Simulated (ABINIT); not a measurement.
# BAs (F-43m): G0W0 in ABINIT against the bands in the screening, part 2 of 2

How does the gap of BAs (F-43m) converge in the bands in the screening?

ABINIT 10.8.3; PBE and many-body steps on it, plane waves. Known limits of the many-body steps: not at the basis limit; exchange with frozen shells missing; no spin-orbit coupling.

So far. Step 2 (Screening, 6×6×6 mesh, 17 bands, screening to 195.9 eV): Local fields lower ε∞ by 9 %. Step 5 (23 bands): The gap on the mesh goes from 1.29 eV to 2.16 eV, a correction of +0.86 eV.

**6. Screening, 6×6×6 mesh, 70 bands, screening to 195.9 eV**

This step: RPA screening on PBE, plane waves, norm-conserving pseudopotentials.

The input, run.abi:

```
acell 3*1.0 Angstrom
rprim 
  -0.000000000000 2.388500000000 2.388500000000
  2.388500000000 -0.000000000000 2.388500000000
  2.388500000000 2.388500000000 -0.000000000000
ntypat 2
znucl 5 33
natom 2
typat 1 2
xred 
  0.000000000000 0.000000000000 0.000000000000
  0.250000000000 0.250000000000 0.250000000000
pp_dirpath "pseudos"
pseudos "B.upf, As.upf"
ecut 38
ngkpt 6 6 6
nshiftk 1
shiftk 0 0 0
kptopt 1
chksymbreak 0
istwfk *1
occopt 1
irdwfk 1
optdriver 3
nband 70
ecuteps 7.2
inclvkb 2
awtr 1
symchi 1
indata_prefix "in"
outdata_prefix "out"
tmpdata_prefix "tmp"
```

Started as:

```bash
$ OMP_NUM_THREADS=1 mpirun -n 8 abinit run.abi > log
```

The program printed:

```text
.Version 10.8.3 of ABINIT. v10.8.2 released Aug 2026.

 Symmetries : space group F-4 3 m (#216); Bravais cF (face-center cubic)
[... echo of the input left out ...]
== DATASET  1 ==================================================================
-   mpi_nproc: 8, omp_nthreads: 1 (-1 if OMP is not activated)

--- !DatasetInfo
iteration_state: {dtset: 1, }
dimensions: {natom: 2, nkpt: 16, mband: 70, nsppol: 1, nspinor: 1, nspden: 1, mpw: 2085, }
cutoff_energies: {ecut:  38.0, pawecutdg:  -1.0, }
[...]
--------------------------------------------------------------------------------
[... chi0 elements left out ...]
 For q-point:  0.000010 0.000020 0.000030
  dielectric constant =  10.4619
  dielectric constant without local fields =  11.4668

  Average fulfillment of the sum rule on Im[epsilon] for q-point    1 :     59.75  [%]
[... wings left out ...]
  q-point number  2        q = ( 0.166667, 0.000000, 0.000000) [r.l.u.]
--------------------------------------------------------------------------------
[... chi0 elements left out ...]
  Average fulfillment of the sum rule on Im[epsilon] for q-point    2 :     77.44  [%]

 [... 14 further q-points ...]
```

Wall time 21 s (8 MPI ranks of AMD EPYC 7B13 (Zen 3), shared host); peak memory 1.3 GiB; 2.7 min of CPU time.

Numbers from this step:

- ε∞ with local fields, on this mesh, along the program's q direction: 10.46
- the same without local fields: 11.47
- plasma frequency: 30.18 eV
- plane waves in the screening matrix: 169

**7. 70 bands**

This step: G0W0 on PBE, plane waves, norm-conserving pseudopotentials.

run.abi, as its differences from that of step 6:

```diff
@@ -23,8 +23,17 @@
 irdwfk 1
-optdriver 3
+optdriver 4
 nband 70
+gwcalctyp 0
+ecutsigx 38
+symsigma 1
+nkptgw 2
+kptgw 
+  0.0000000000 0.0000000000 0.0000000000
+  0.3333333333 0.3333333333 0.0000000000
+bdgw 
+  7 12
+  8 11
 ecuteps 7.2
-inclvkb 2
-awtr 1
-symchi 1
+irdscr 1
+ppmodel 1
 indata_prefix "in"
```

The program printed:

```text
.Version 10.8.3 of ABINIT. v10.8.2 released Aug 2026.

 Symmetries : space group F-4 3 m (#216); Bravais cF (face-center cubic)
[... echo of the input left out ...]
== DATASET  1 ==================================================================
-   mpi_nproc: 8, omp_nthreads: 1 (-1 if OMP is not activated)

--- !DatasetInfo
iteration_state: {dtset: 1, }
dimensions: {natom: 2, nkpt: 16, mband: 70, nsppol: 1, nspinor: 1, nspden: 1, mpw: 2085, }
cutoff_energies: {ecut:  38.0, pawecutdg:  -1.0, }
[...]
Band     E0 <VxcDFT>   SigX SigC(E0)      Z dSigC/dE  Sig(E)    E-E0       E
[...]
10   7.859 -11.353  -7.290  -3.883   0.815  -0.227 -11.206   0.147   8.005
       11   9.721 -10.888  -6.139  -4.500   0.814  -0.228 -10.685   0.203   9.924

== END DATASET(S) ==============================================================
================================================================================

 -outvars: echo values of variables after computation  --------
           etotal      0.0000000000E+00
            nband          70
             nkpt          16
          spgroup         216
 [... the other variables as echoed above ...]

 Calculation completed.
```

The job ended after 6.6 s (8 MPI ranks; peak memory 1.2 GiB; 51 s of CPU time).

Numbers from this step:

| Property | Result |
| --- | --- |
| G0W0 gap on the points computed | 2.139 eV |
| starting gap on the mesh | 1.294 eV |
| k of the valence top | 0, 0, 0 |
| k of the conduction bottom | 0.3333, 0.3333, 0 |
| least direct G0W0 gap on the computed points | 4.085 eV |

Against the run before, the gap moves by −0.017 eV.

**8. Screening, 6×6×6 mesh, 152 bands, screening to 195.9 eV**

This step: RPA screening on PBE, plane waves, norm-conserving pseudopotentials.

run.abi, as its differences from that of step 7:

```diff
@@ -23,17 +23,8 @@
 irdwfk 1
-optdriver 4
-nband 70
-gwcalctyp 0
-ecutsigx 38
-symsigma 1
-nkptgw 2
-kptgw 
-  0.0000000000 0.0000000000 0.0000000000
-  0.3333333333 0.3333333333 0.0000000000
-bdgw 
-  7 12
-  8 11
+optdriver 3
+nband 152
 ecuteps 7.2
-irdscr 1
-ppmodel 1
+inclvkb 2
+awtr 1
+symchi 1
 indata_prefix "in"
```

The program printed:

```text
.Version 10.8.3 of ABINIT. v10.8.2 released Aug 2026.

 Symmetries : space group F-4 3 m (#216); Bravais cF (face-center cubic)
[... echo of the input left out ...]
== DATASET  1 ==================================================================
-   mpi_nproc: 8, omp_nthreads: 1 (-1 if OMP is not activated)

--- !DatasetInfo
iteration_state: {dtset: 1, }
dimensions: {natom: 2, nkpt: 16, mband: 152, nsppol: 1, nspinor: 1, nspden: 1, mpw: 2085, }
cutoff_energies: {ecut:  38.0, pawecutdg:  -1.0, }
[...]
--------------------------------------------------------------------------------
[... chi0 elements left out ...]
 For q-point:  0.000010 0.000020 0.000030
  dielectric constant =  10.4871
  dielectric constant without local fields =  11.4825

  Average fulfillment of the sum rule on Im[epsilon] for q-point    1 :     93.08  [%]
[... wings left out ...]
  q-point number  2        q = ( 0.166667, 0.000000, 0.000000) [r.l.u.]
--------------------------------------------------------------------------------
[... chi0 elements left out ...]
  Average fulfillment of the sum rule on Im[epsilon] for q-point    2 :    117.44  [%]

 [... 14 further q-points ...]
```

It took 44 s on 8 MPI ranks; peak memory 1.7 GiB; 5.9 min of CPU time.

Numbers from this step:

```yaml
eps_infinity_with_local_fields_on_this_mesh_along_the_program_s_q_direction: 10.49
the_same_without_local_fields: 11.48
plasma_frequency: 30.18 eV
plane_waves_in_the_screening_matrix: 169
```

**9. 152 bands**

This step: G0W0 on PBE, plane waves, norm-conserving pseudopotentials.

run.abi, as its differences from that of step 8:

```diff
@@ -23,8 +23,17 @@
 irdwfk 1
-optdriver 3
-nband 152
+optdriver 4
+nband 70
+gwcalctyp 0
+ecutsigx 38
+symsigma 1
+nkptgw 2
+kptgw 
+  0.0000000000 0.0000000000 0.0000000000
+  0.3333333333 0.3333333333 0.0000000000
+bdgw 
+  7 12
+  8 11
 ecuteps 7.2
-inclvkb 2
-awtr 1
-symchi 1
+irdscr 1
+ppmodel 1
 indata_prefix "in"
```

The program printed:

```text
.Version 10.8.3 of ABINIT. v10.8.2 released Aug 2026.

 Symmetries : space group F-4 3 m (#216); Bravais cF (face-center cubic)
[... echo of the input left out ...]
== DATASET  1 ==================================================================
-   mpi_nproc: 8, omp_nthreads: 1 (-1 if OMP is not activated)

--- !DatasetInfo
iteration_state: {dtset: 1, }
dimensions: {natom: 2, nkpt: 16, mband: 70, nsppol: 1, nspinor: 1, nspden: 1, mpw: 2085, }
cutoff_energies: {ecut:  38.0, pawecutdg:  -1.0, }
[...]
Band     E0 <VxcDFT>   SigX SigC(E0)      Z dSigC/dE  Sig(E)    E-E0       E
[...]
10   7.859 -11.353  -7.290  -3.945   0.816  -0.226 -11.256   0.097   7.955
       11   9.721 -10.888  -6.139  -4.557   0.814  -0.228 -10.732   0.156   9.877

== END DATASET(S) ==============================================================
================================================================================

 -outvars: echo values of variables after computation  --------
           etotal      0.0000000000E+00
            nband          70
             nkpt          16
          spgroup         216
 [... the other variables as echoed above ...]

 Calculation completed.
```

It took 6.7 s on 8 MPI ranks; peak memory 1.2 GiB.

This step gave:

```
G0W0 gap on the points computed              : 2.143 eV
starting gap on the mesh                     : 1.294 eV
k of the valence top                         : 0, 0, 0
k of the conduction bottom                   : 0.3333, 0.3333, 0
least direct G0W0 gap on the computed points : 4.090 eV
```

Against the run before, the gap moves by +0.004 eV.

**10. The runs together**

Times are wall times on 8 MPI ranks of AMD EPYC 7B13 (Zen 3), shared host, good to a factor of about two. A run's time includes the screening step that it read.

```
      run   mesh  bands  screening cutoff (eV)  DFT gap (eV)  gap on the mesh (eV)  direct (eV)  ε∞ used  time
 17 bands  6×6×6     70                  195.9         1.294                 2.206        4.139    10.34  12 s
 23 bands  6×6×6     70                  195.9         1.294                 2.156        4.097    10.37  14 s
 70 bands  6×6×6     70                  195.9         1.294                 2.139        4.085    10.46  27 s
152 bands  6×6×6     70                  195.9         1.294                 2.143        4.090    10.49  51 s
```

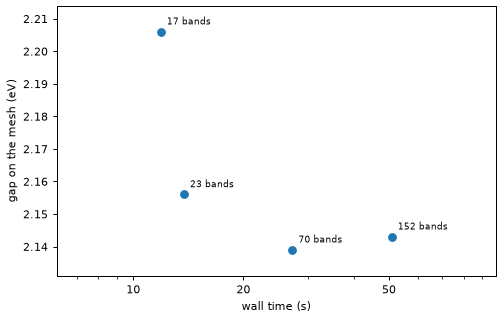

Result against wall time.

**11. Results**

| Quantity | Value |
| --- | --- |
| 17 bands | 2.206 eV |
| 23 bands | 2.156 eV |
| 70 bands | 2.139 eV |
| 152 bands | 2.143 eV |
| known limits | not at the basis limit; exchange with frozen shells missing; no spin-orbit coupling |

**Reading.** The setting moved: bands in the screening. From 17 bands to 152 bands the gap moves by −0.06 eV, for 4.3 times the time. It holds to 0.03 eV from 23 bands on. Bands and screening cutoff are coupled, so a series along one setting does not show full convergence. Bands and cutoff are finite, so the gap is not at the basis limit. The miss can reach some tenths of an eV and take either sign; the mesh is an error of its own. In the G0W0 runs levels were corrected at 2 k points alone, so a gap called «on the mesh» is the least over those, and an edge elsewhere would be missed. The norm-conserving file of at least one element keeps a d shell over frozen s and p shells of the same row. Exchange with those shells is missing from the self-energy, an error of 0.3 to 0.9 eV in cases checked, whose sign depends on which edge lies on those atoms. The many-body steps are scalar-relativistic: spin-orbit coupling is not in them.

[Paths, hosts, dates, memory and timing lines, banners, echoed tables and standing remarks are left out of the program output.]

[Logs are printed without paths, hosts, clocks, repeated set-up lines and the standing remarks that a program may print on its own settings, such as how far it seeks lower states.]

[Runs of the session that timed out or met a known fault of the program may be left out.]

[Hosts, paths, dates, database ids (printed as entryN), source tags and the programs' standing remarks are cut or masked in the printed files.]

[G0W0 gaps are taken among the corrected bands and points alone; a level outside them can change the order at an edge.]

[Where Ansatz stands beside ABINIT at settings called matched, ABINIT's density can come from a denser mesh and the files from another edition; pairs whose starting gaps differed by over 0.03 eV were left out, so agreement reads better than it is.]
